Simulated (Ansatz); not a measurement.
Geometry relaxation of CH$_{4}$OSi$_{2}$ (part 2 of 2)

CH$_{4}$OSi$_{2}$; RKS B3LYP-D4/6-31G (Ansatz 0.2.0). It belongs to a series of runs on one base structure; here: end point B relaxed.

Geometry of the input (Å):
```
C  -0.7490  2.0136  -0.3911
Si 0.3337  0.7594  0.2171
Si 1.3392  -1.2651  0.1871
O  -0.0026  -2.2689  0.2449
H  -1.8043  1.8484  -0.5660
H  -0.3910  2.9589  -0.7724
H  1.6823  -1.4594  1.6333
H  -0.3771  -2.5347  1.0762
```

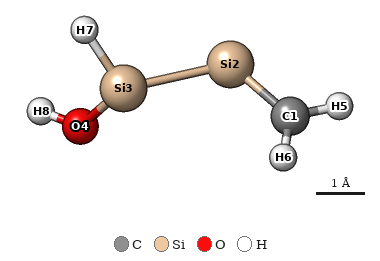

The geometry at step 17 of the log (ball-and-stick view, seen at a tilt; atoms are numbered from 1 in the order of the input).

Trajectory as extended XYZ, continued:
```
8
Properties=species:S:1:pos:R:3:forces:R:3 step=7 energy=-18900.37649
C    -0.7863    2.0424   -0.4593   -0.1027   0.2944   0.1849
Si   -0.0167    0.9313    0.6547   -0.0158  -0.0728  -0.0546
Si    1.2299   -1.0964    0.3811   -0.3648  -0.0658   0.0896
O     0.1332   -2.4219    0.0237    0.0707   0.1004   0.3272
H    -1.6404    2.6254   -0.0676    0.4184  -0.1511  -0.3003
H    -0.4079    2.3455   -1.4408   -0.2011  -0.1723   0.1741
H     1.7689   -1.4045    1.7943   -0.0050   0.0195  -0.1165
H    -0.2498   -2.9696    0.7430    0.2004   0.0476  -0.3044
8
Properties=species:S:1:pos:R:3:forces:R:3 step=8 energy=-18900.46796
C    -0.7734    2.0524   -0.4303   -0.0349   0.0804  -0.1599
Si   -0.0259    1.0253    0.7741   -0.0664  -0.0851   0.1389
Si    1.1112   -1.0240    0.4381   -0.0781  -0.1429  -0.0336
O     0.1093   -2.3892    0.0108   -0.0896  -0.1415   0.4706
H    -1.5597    2.7446   -0.1213    0.1159   0.0081  -0.0137
H    -0.4653    2.1563   -1.4711   -0.0166  -0.0853   0.0930
H     1.7760   -1.4288    1.7648   -0.0292   0.0645  -0.0848
H    -0.1412   -3.0845    0.6640    0.1989   0.3019  -0.4103
8
Properties=species:S:1:pos:R:3:forces:R:3 step=9 energy=-18900.49305
C    -0.7708    2.0545   -0.4136   -0.0547   0.0750   0.1946
Si   -0.1928    0.9685    0.8425    0.0253   0.1979  -0.2620
Si    1.0611   -0.9942    0.4306   -0.2872  -0.1248   0.0240
O     0.1044   -2.3891    0.0139    0.0313  -0.0833   0.3472
H    -1.4235    2.8892   -0.1445    0.0191  -0.1426  -0.0717
H    -0.4804    2.0267   -1.4623    0.0887  -0.0161   0.0801
H     1.7935   -1.3791    1.7204    0.0661  -0.0270  -0.0383
H    -0.0603   -3.1243    0.6421    0.1116   0.1210  -0.2738
8
Properties=species:S:1:pos:R:3:forces:R:3 step=10 energy=-18900.47847 accepted=F
C    -0.7628    2.0926   -0.4168   -0.0226   0.1686  -0.1880
Si   -0.2809    1.0009    0.8797   -0.0854   0.1366  -0.1018
Si    0.9318   -0.9750    0.4601    0.0796  -0.2400   0.0754
O     0.0074   -2.4058    0.0885    0.2420  -1.3291   1.0513
H    -1.4566    2.9213   -0.2023    0.3156  -0.3106  -0.1113
H    -0.3612    2.0715   -1.4420   -0.2071  -0.0058   0.4546
H     1.8748   -1.3976    1.6172   -0.2107   0.0999  -0.1897
H     0.0786   -3.2558    0.6446   -0.1114   1.4804  -0.9906
8
Properties=species:S:1:pos:R:3:forces:R:3 step=11 energy=-18900.52276
C    -0.7684    2.0759   -0.4148    0.0054  -0.0076   0.0639
Si   -0.2045    1.0072    0.8610   -0.0148   0.0175  -0.0787
Si    0.9917   -0.9942    0.4480   -0.1474   0.0029  -0.0778
O     0.0541   -2.4058    0.0503    0.1012  -0.0535   0.3141
H    -1.4538    2.8906   -0.1794    0.0420  -0.0380  -0.0138
H    -0.4234    2.0549   -1.4461    0.0164  -0.0261   0.0284
H     1.8257   -1.3874    1.6727   -0.0219  -0.0249  -0.0244
H     0.0097   -3.1891    0.6372    0.0190   0.1296  -0.2117
8
Properties=species:S:1:pos:R:3:forces:R:3 step=12 energy=-18900.52642
C    -0.7606    2.0711   -0.4012   -0.0204   0.0101  -0.0189
Si   -0.2300    1.0485    0.9241   -0.0083  -0.0081  -0.0412
Si    0.9365   -0.9537    0.4421   -0.0108  -0.1289   0.1286
O     0.0352   -2.3855    0.0764   -0.0719  -0.1110   0.0357
H    -1.4342    2.9074   -0.2224    0.0226   0.0086  -0.0004
H    -0.4026    1.9832   -1.4244   -0.0033   0.0084   0.0195
H     1.8000   -1.4215    1.6166    0.1008   0.1174   0.0117
H     0.0870   -3.1973    0.6178   -0.0086   0.1035  -0.1351
8
Properties=species:S:1:pos:R:3:forces:R:3 step=13 energy=-18900.52877
C    -0.7610    2.0847   -0.4150    0.0471   0.0037  -0.0594
Si   -0.2577    1.0599    0.9194   -0.0498  -0.0925   0.1302
Si    0.8737   -0.9708    0.5053    0.0601   0.0655  -0.1282
O    -0.0107   -2.4080    0.1336    0.0391  -0.0131   0.0068
H    -1.3851    2.9552   -0.2210    0.0024   0.0047  -0.0023
H    -0.4225    1.9856   -1.4431   -0.0121  -0.0172   0.0112
H     1.8470   -1.3714    1.6193   -0.0414  -0.0028  -0.0048
H     0.1474   -3.2831    0.5305   -0.0453   0.0516   0.0466
8
Properties=species:S:1:pos:R:3:forces:R:3 step=14 energy=-18900.52513 accepted=F
C    -0.7386    2.0787   -0.3915   -0.0866   0.0465   0.1303
Si   -0.4251    0.9507    0.9251    0.1121   0.1434  -0.3635
Si    0.8886   -0.9594    0.4228   -0.0833   0.1595   0.1821
O     0.0112   -2.4096    0.1298   -0.0474  -0.1598  -0.0333
H    -1.3573    2.9608   -0.2268    0.0058  -0.0433   0.0139
H    -0.3410    1.9976   -1.4018    0.0347  -0.0561   0.1086
H     1.8758   -1.3357    1.5331    0.0563  -0.0041  -0.0122
H     0.1175   -3.2309    0.6385    0.0084  -0.0861  -0.0258
8
Properties=species:S:1:pos:R:3:forces:R:3 step=15 energy=-18900.53724
C    -0.7584    2.0822   -0.4035    0.0099   0.1499  -0.1085
Si   -0.3278    1.0106    0.9126    0.0411  -0.1232   0.0586
Si    0.8834   -0.9672    0.4559    0.0249   0.0426   0.0146
O     0.0204   -2.4222    0.1102   -0.0128  -0.2430   0.1459
H    -1.3768    2.9584   -0.2169   -0.0233  -0.0144  -0.0037
H    -0.3808    2.0034   -1.4205   -0.0142  -0.0283   0.0403
H     1.8505   -1.3566    1.5793   -0.0029   0.0189  -0.0004
H     0.1206   -3.2564    0.6119   -0.0226   0.1974  -0.1467
8
Properties=species:S:1:pos:R:3:forces:R:3 step=16 energy=-18900.53909
C    -0.7526    2.0936   -0.4043   -0.0065   0.0312   0.0315
Si   -0.3430    0.9958    0.9028    0.0085  -0.0214  -0.0536
Si    0.8796   -0.9745    0.4477    0.0117   0.0392   0.0235
O     0.0177   -2.4349    0.1227   -0.0111  -0.1374   0.0720
H    -1.3783    2.9630   -0.2135   -0.0121   0.0103   0.0111
H    -0.3727    2.0237   -1.4196    0.0177  -0.0353  -0.0047
H     1.8516   -1.3483    1.5716    0.0056   0.0107  -0.0005
H     0.1288   -3.2662    0.6217   -0.0138   0.1026  -0.0793
8
Properties=species:S:1:pos:R:3:forces:R:3 step=17 energy=-18900.53969
C    -0.7521    2.1004   -0.4063    0.0087   0.0045   0.1172
Si   -0.3644    0.9814    0.8917   -0.0080   0.0307  -0.0908
Si    0.8705   -0.9807    0.4441   -0.0103   0.0252   0.0172
O     0.0138   -2.4482    0.1372   -0.0035   0.0110  -0.0196
H    -1.3614    2.9795   -0.2060   -0.0226  -0.0026   0.0063
H    -0.3725    2.0340   -1.4206    0.0314  -0.0390  -0.0401
H     1.8520   -1.3334    1.5670    0.0053   0.0003  -0.0090
H     0.1453   -3.2809    0.6219   -0.0010  -0.0301   0.0187
8
Properties=species:S:1:pos:R:3:forces:R:3 step=18 energy=-18900.54014
C    -0.7519    2.1048   -0.4050    0.0197   0.0153   0.0870
Si   -0.3788    0.9735    0.8851   -0.0117   0.0165  -0.0617
Si    0.8637   -0.9834    0.4396   -0.0034   0.0214   0.0064
O     0.0138   -2.4570    0.1424   -0.0043   0.0133  -0.0147
H    -1.3595    2.9852   -0.2052   -0.0189  -0.0081   0.0094
H    -0.3618    2.0426   -1.4158    0.0177  -0.0349  -0.0382
H     1.8549   -1.3272    1.5565    0.0011   0.0010  -0.0037
H     0.1508   -3.2864    0.6313   -0.0002  -0.0245   0.0154
8
Properties=species:S:1:pos:R:3:forces:R:3 step=19 energy=-18900.53719 accepted=F
C    -0.7209    2.1418   -0.3898   -0.1344  -0.1390  -0.0681
Si   -0.4559    0.9309    0.8535   -0.0085   0.0850  -0.0259
Si    0.8316   -0.9952    0.4206    0.0213  -0.0404  -0.0143
O     0.0148   -2.4978    0.1659    0.0105   0.1031  -0.0150
H    -1.3385    3.0177   -0.1958    0.0898  -0.0116   0.0316
H    -0.3444    2.0596   -1.4076    0.0389   0.0520   0.0727
H     1.8605   -1.2887    1.5204   -0.0277  -0.0047  -0.0219
H     0.1839   -3.3161    0.6619    0.0101  -0.0444   0.0410
8
Properties=species:S:1:pos:R:3:forces:R:3 step=20 energy=-18900.54092
C    -0.7443    2.1178   -0.3992    0.0003   0.0003  -0.0006
Si   -0.4164    0.9513    0.8689   -0.0077   0.0149  -0.0215
Si    0.8506   -0.9887    0.4271    0.0004  -0.0044  -0.0003
O     0.0155   -2.4760    0.1523    0.0024   0.0132   0.0026
H    -1.3499    3.0000   -0.2002    0.0065  -0.0153   0.0145
H    -0.3460    2.0552   -1.4084    0.0027  -0.0067   0.0066
H     1.8585   -1.3100    1.5363   -0.0056   0.0020  -0.0038
H     0.1632   -3.2975    0.6522    0.0010  -0.0041   0.0025
8
Properties=species:S:1:pos:R:3:forces:R:3 step=21 energy=-18900.54098
C    -0.7429    2.1217   -0.3979    0.0058  -0.0058  -0.0087
Si   -0.4300    0.9424    0.8621   -0.0108   0.0236  -0.0211
Si    0.8461   -0.9911    0.4216   -0.0022  -0.0170   0.0027
O     0.0156   -2.4833    0.1570    0.0067   0.0219   0.0010
H    -1.3455    3.0055   -0.1972    0.0094  -0.0193   0.0140
H    -0.3396    2.0614   -1.4056   -0.0043  -0.0013   0.0146
H     1.8592   -1.3027    1.5291   -0.0072   0.0013  -0.0062
H     0.1683   -3.3019    0.6600    0.0025  -0.0034   0.0037
8
Properties=species:S:1:pos:R:3:forces:R:3 step=22 energy=-18900.54101
C    -0.7421    2.1231   -0.3979    0.0057  -0.0104  -0.0042
Si   -0.4347    0.9388    0.8588   -0.0100   0.0301  -0.0244
Si    0.8454   -0.9921    0.4195   -0.0063  -0.0206   0.0053
O     0.0158   -2.4855    0.1588    0.0079   0.0263  -0.0041
H    -1.3427    3.0078   -0.1947    0.0094  -0.0204   0.0099
H    -0.3393    2.0635   -1.4059   -0.0045   0.0019   0.0173
H     1.8585   -1.2999    1.5281   -0.0055   0.0010  -0.0077
H     0.1702   -3.3034    0.6623    0.0032  -0.0078   0.0078
8
Properties=species:S:1:pos:R:3:forces:R:3 step=23 energy=-18900.54104
C    -0.7416    2.1253   -0.3981    0.0112  -0.0157   0.0014
Si   -0.4406    0.9340    0.8536   -0.0126   0.0336  -0.0252
Si    0.8436   -0.9941    0.4163   -0.0066  -0.0220   0.0059
O     0.0158   -2.4896    0.1620    0.0079   0.0246  -0.0066
H    -1.3418    3.0095   -0.1918    0.0099  -0.0190   0.0063
H    -0.3353    2.0698   -1.4049   -0.0090   0.0030   0.0170
H     1.8585   -1.2969    1.5245   -0.0040   0.0012  -0.0065
H     0.1727   -3.3058    0.6675    0.0032  -0.0056   0.0076
8
Properties=species:S:1:pos:R:3:forces:R:3 step=24 energy=-18900.54107
C    -0.7401    2.1279   -0.3986    0.0055  -0.0278   0.0079
Si   -0.4452    0.9309    0.8491   -0.0119   0.0353  -0.0230
Si    0.8418   -0.9958    0.4153   -0.0041  -0.0167  -0.0004
O     0.0165   -2.4929    0.1642    0.0046   0.0196  -0.0069
H    -1.3404    3.0111   -0.1886    0.0126  -0.0146   0.0011
H    -0.3347    2.0742   -1.4058   -0.0070   0.0071   0.0167
H     1.8581   -1.2953    1.5227   -0.0023   0.0021  -0.0031
H     0.1752   -3.3080    0.6708    0.0025  -0.0049   0.0075
8
Properties=species:S:1:pos:R:3:forces:R:3 step=25 energy=-18900.54109
C    -0.7412    2.1273   -0.3999    0.0175  -0.0217   0.0216
Si   -0.4474    0.9297    0.8474   -0.0096   0.0295  -0.0237
Si    0.8410   -0.9962    0.4147   -0.0042  -0.0082  -0.0038
O     0.0177   -2.4941    0.1643    0.0005   0.0026  -0.0014
H    -1.3381    3.0118   -0.1859    0.0044  -0.0125  -0.0084
H    -0.3341    2.0763   -1.4064   -0.0111   0.0058   0.0136
H     1.8574   -1.2945    1.5218    0.0016   0.0026   0.0016
H     0.1759   -3.3081    0.6731    0.0010   0.0019   0.0006
8
Properties=species:S:1:pos:R:3:forces:R:3 step=26 energy=-18900.54111
C    -0.7395    2.1265   -0.3987   -0.0002   0.0064  -0.0039
Si   -0.4483    0.9301    0.8478   -0.0021  -0.0086   0.0026
Si    0.8390   -0.9963    0.4131    0.0035   0.0052   0.0019
O     0.0160   -2.4945    0.1653   -0.0002   0.0003  -0.0014
H    -1.3412    3.0080   -0.1876    0.0050   0.0019  -0.0012
H    -0.3290    2.0783   -1.4036   -0.0065  -0.0008  -0.0003
H     1.8585   -1.2920    1.5182   -0.0001  -0.0038   0.0017
H     0.1758   -3.3079    0.6746    0.0007  -0.0006   0.0007
```

Results in brief:

| quantity | value |
| --- | --- |
| outcome | converged |
| total energy | −18900.5413 eV |
| mean-field energy | −18900.2413 eV |
| largest force (length of the vector) at the end | 0.009 eV/Å |
| hardware | 1 thread of Arm Neoverse V2, 24 GiB of memory available, shared host |
| wall time | 60 s |
| peak memory | 0.13 GiB |
